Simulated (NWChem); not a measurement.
# doublet C3H5F+ at 6 levels

We compute a comparison of 6 runs (UHF/3-21G, UB3LYP/6-31G*, U-wB97X/def2-SVP, UB2PLYP/def2-SVP, UMP3/def2-SVP) of doublet C3H5F+. 

The calculation is run with NWChem 7.3.0.

2 further runs of the same task are left out: 2 set aside as unsound or not needed.

## Step 1: The molecule

The species is C3H5F+ (9 atoms), meant as a doublet with charge +1. As SMILES of the parent species, `C=CCF`. The shape is that of a PBE0-D4/def2-TZVP optimisation. That shape belongs to the parent species and isn't relaxed for this state.

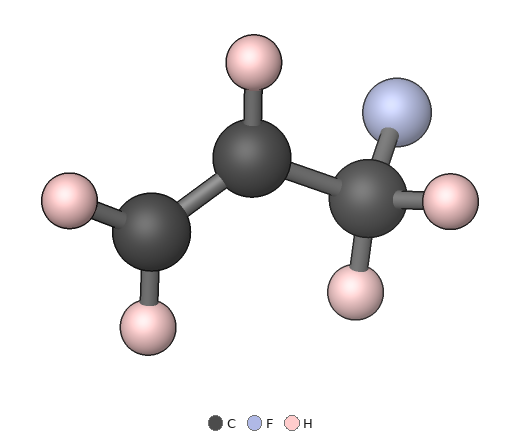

The structure, seen from a chosen angle (carbon dark grey, fluorine light blue, hydrogen pink).

## Step 2: The energy at UHF/3-21G (run 1)

Contents of c3h5f.nw:

```
start c3h5f
memory stack 880 mb heap 220 mb global 1100 mb
charge 1

geometry units au noautosym nocenter noautoz
  C   -1.09226170   2.12121757  -1.14895348
  C    0.66612846   0.40704701  -0.66782921
  C    0.37889009  -1.61155844   1.26328191
  F    0.81352710  -3.96502335   0.19331898
  H   -0.79840929   3.60786512  -2.52599691
  H   -2.89449351   2.10515490  -0.16837460
  H    2.45626602   0.43595982  -1.67524221
  H    1.75706735  -1.38101185   2.79150343
  H   -1.52463104  -1.61061358   2.06868319
end

basis "ao basis" spherical bse
  * library 3-21G
end

scf
  doublet
  uhf
  thresh 1e-08
  maxiter 80
  print medium
end

task scf energy
```

Started as:

```
nwchem c3h5f.nw > c3h5f.out
```

What it wrote:

```text
[...]
  functions       =    46
[...]
  wavefunction    = UHF
[...]
         Total SCF energy =   -214.392385693621
      One electron energy =   -512.733748699156
      Two electron energy =    183.760754624616
 Nuclear repulsion energy =    114.580608380920
                       Sz =      0.5000
                 Sz(Sz+1) =      0.7500
                      S^2 =      0.7542
[...]
```

Wall time 3.6 s (1 thread of Intel Xeon Platinum 8259CL at 2.50GHz (Skylake/Cascade Lake), shared host); peak memory 0.098 GiB.

## Step 3: A single-point energy at UB3LYP/6-31G(d) (Cartesian functions) (run 2)

Contents of mol.nw:

```
START mol
TITLE "C3H5F B3LYP"
memory stack 880 mb heap 220 mb global 1100 mb
charge 1

GEOMETRY units angstrom noautosym nocenter noautoz
 C       -0.578000       1.122500      -0.608000
 C        0.352500       0.215400      -0.353400
 C        0.200500      -0.852800       0.668500
 F        0.430500      -2.098200       0.102300
 H       -0.422500       1.909200      -1.336700
 H       -1.531700       1.114000      -0.089100
 H        1.299800       0.230700      -0.886500
 H        0.929800      -0.730800       1.477200
 H       -0.806800      -0.852300       1.094700
END

BASIS cartesian
 * library 6-31G*
END

DFT
 xc b3lyp
 mult 2
 grid xfine
 convergence energy 1e-08
 maxiter 100
 mulliken
 print low
END

TASK dft energy
```

Started as:

```
nwchem mol.nw > mol.out
```

What it wrote:

```text
[...]
 d= 0,ls=0.0,diis     1   -216.6139725678 -3.31D+02  1.67D-02  4.00D-01     6.6
[...]
 d= 0,ls=0.0,diis    14   -216.7545766468 -8.10D-09  2.64D-07  3.42D-10    83.3
[...]
         Total DFT energy =     -216.754576646842
      One electron energy =     -514.806476475701
           Coulomb energy =      211.741115239227
    Exchange-Corr. energy =      -28.269831956463
 Nuclear repulsion energy =      114.580616546095
[...]
      Total Density - Mulliken Population Analysis
     ---------------------------------------------
    Atom       Charge   Shell Charges
 -----------   ------   -------------------------------------------------------
    1 C    6     6.17   1.99  0.75  2.00  0.64  0.77  0.02
    2 C    6     5.98   1.99  0.76  2.00  0.54  0.67  0.01
    3 C    6     6.02   1.99  0.70  2.04  0.56  0.67  0.05
    4 F    9     9.21   1.99  0.96  3.28  0.97  1.95  0.06
    5 H    1     0.71   0.51  0.19
    6 H    1     0.72   0.51  0.20
    7 H    1     0.71   0.51  0.19
    8 H    1     0.73   0.51  0.22
    9 H    1     0.76   0.52  0.24
[...]
      <S2> =      0.7524 (Exact =     0.7500)
[...]
```

Wall time 84 s (1 thread of Intel Xeon Platinum 8259CL at 2.50GHz (Skylake/Cascade Lake), shared host); peak memory 0.14 GiB.

Run 3 isn't shown in full; the table further down has it.

## Step 4: A single-point energy at U-wB97X/def2-SVP (run 4)

Contents of c3h5f.nw:

```
start c3h5f
title "C3H5F energy"
memory 2200 mb
charge 1

geometry units au noautosym nocenter noautoz
 C  -1.09226170  2.12121757 -1.14895348
 C   0.66612846  0.40704701 -0.66782921
 C   0.37889009 -1.61155844  1.26328191
 F   0.81352710 -3.96502335  0.19331898
 H  -0.79840929  3.60786512 -2.52599691
 H  -2.89449351  2.10515490 -0.16837460
 H   2.45626602  0.43595982 -1.67524221
 H   1.75706735 -1.38101185  2.79150343
 H  -1.52463104 -1.61061358  2.06868319
end

basis spherical bse
 * library def2-SVP
end

dft
 xc wb97x
 mult 2
 grid xfine
 convergence energy 1e-08
 iterations 100
 mulliken
 print medium
end

task dft
```

Started as:

```
nwchem c3h5f.nw > c3h5f.out
```

What it wrote:

```text
[...]
          Wavefunction type:  spin polarized.
          No. of atoms     :     9
          No. of electrons :    31
[...]
          Charge           :     1
          Spin multiplicity:     2
[...]
          AO basis - number of functions:    81
[...]
              XC Information
              --------------
                       wb97x  Method XC Functional
                     Hartree-Fock (Exact) Exchange  1.000
                         wb97x Exchange Functional  1.000
                      wb97x Correlation Functional  1.000
[...]
 d= 0,ls=0.0,diis     1   -216.3941563012 -3.31D+02  8.59D-03  3.39D-01    11.6
[...]
 d= 0,ls=0.0,diis    16   -216.5292788849 -6.24D-09  2.82D-07  1.78D-10   185.3
[...]
         Total DFT energy =     -216.529278884917
      One electron energy =     -514.480876483528
           Coulomb energy =      211.576394961506
    Exchange-Corr. energy =      -28.205405743814
 Nuclear repulsion energy =      114.580608380920
[...]
      Total Density - Mulliken Population Analysis
     ---------------------------------------------
    Atom       Charge   Shell Charges
 -----------   ------   -------------------------------------------------------
    1 C    6     5.85   1.99  0.95  0.28  1.99  0.62  0.03
    2 C    6     6.00   1.99  0.97  0.29  2.00  0.71  0.04
    3 C    6     5.71   1.99  0.92  0.12  2.05  0.58  0.07
    4 F    9     9.21   1.99  1.14  0.80  3.32  1.96  0.01
    5 H    1     0.82   0.72  0.08  0.02
    6 H    1     0.83   0.72  0.09  0.02
    7 H    1     0.83   0.72  0.09  0.02
    8 H    1     0.85   0.72  0.11  0.02
    9 H    1     0.90   0.74  0.13  0.02
[...]
      <S2> =      0.7529 (Exact =     0.7500)
[...]
```

It took 3.1 min on 1 thread of Intel Xeon Platinum 8259CL at 2.50GHz (Skylake/Cascade Lake), shared host; peak memory 0.14 GiB.

Run 5 isn't shown in full; the table further down has it.

## Step 5: The energy at UMP3/def2-SVP (run 6)

Contents of test.nw:

```
start test
title "C3H5F"
memory stack 330 mb heap 110 mb global 1760 mb
charge 1

geometry noautosym nocenter noautoz
  C     -0.578000     1.122500    -0.608000
  C      0.352500     0.215400    -0.353400
  C      0.200500    -0.852800     0.668500
  F      0.430500    -2.098200     0.102300
  H     -0.422500     1.909200    -1.336700
  H     -1.531700     1.114000    -0.089100
  H      1.299800     0.230700    -0.886500
  H      0.929800    -0.730800     1.477200
  H     -0.806800    -0.852300     1.094700
end

basis "ao basis" spherical bse
  * library def2-SVP
end

scf
  nopen 1
  uhf
  thresh 1e-08
  maxiter 80
end

tce
  scf
  mbpt3
  freeze core 4
  maxiter 60
end

task tce energy
```

Started as:

```
nwchem test.nw > test.out
```

What it wrote:

```text
[...]
  functions       =    81
[...]
  wavefunction    = UHF
[...]
         Total SCF energy =   -215.417313146893
      One electron energy =   -514.189511645549
      Two electron energy =    184.191581952560
 Nuclear repulsion energy =    114.580616546095
                       Sz =      0.5000
                 Sz(Sz+1) =      0.7500
                      S^2 =      0.7545
[...]
         Wavefunction type : Unrestricted Hartree-Fock
          No. of electrons :    31
[...]
         Spin multiplicity : doublet
[...]
```

Wall time 44 s (1 thread of Intel Xeon Platinum 8259CL at 2.50GHz (Skylake/Cascade Lake), shared host); peak memory 1.2 GiB.

## Step 6: The series

```tsv
run	level	Cartesian functions	iteration cap	energy (Eh)	HOMO energy (eV)	LUMO energy (eV)	⟨S²⟩	wall time
1	UHF/3-21G	no	80	-214.392386	-19.38	-8.14	0.754	3.6 s
2	UB3LYP/6-31G* (Cartesian functions)	yes	100	-216.754577	–	–	0.752	84 s
3	UB3LYP/6-31G* (spherical functions)	no	100	-216.751178	-15.20	-12.92	0.752	77 s
4	U-wB97X/def2-SVP	no	100	-216.529279	-17.92	-10.56	0.753	3.1 min
5	UB2PLYP/def2-SVP	no	100	-216.371176	–	–	0.753	86 s
6	UMP3/def2-SVP	no	80	-215.990517	-19.64	-7.93	0.754	44 s
```

## Step 7: Results

| quantity | value |
| --- | --- |
| run 6: total energy | -215.99052 Eh |
| run 6: HOMO energy (Hartree–Fock orbitals) (highest over α and β) | -19.64 eV |
| run 6: LUMO energy (Hartree–Fock orbitals) (lowest over α and β) | -7.93 eV |
| run 6: correlation energy (4 core orbitals frozen) | -573.2 mEh |
| run 6: ⟨S²⟩ of the reference determinant | 0.754 |

**Reading.** Totals of different functionals can't be ranked against each other. All runs together took 8 min, the longest 3.1 min.
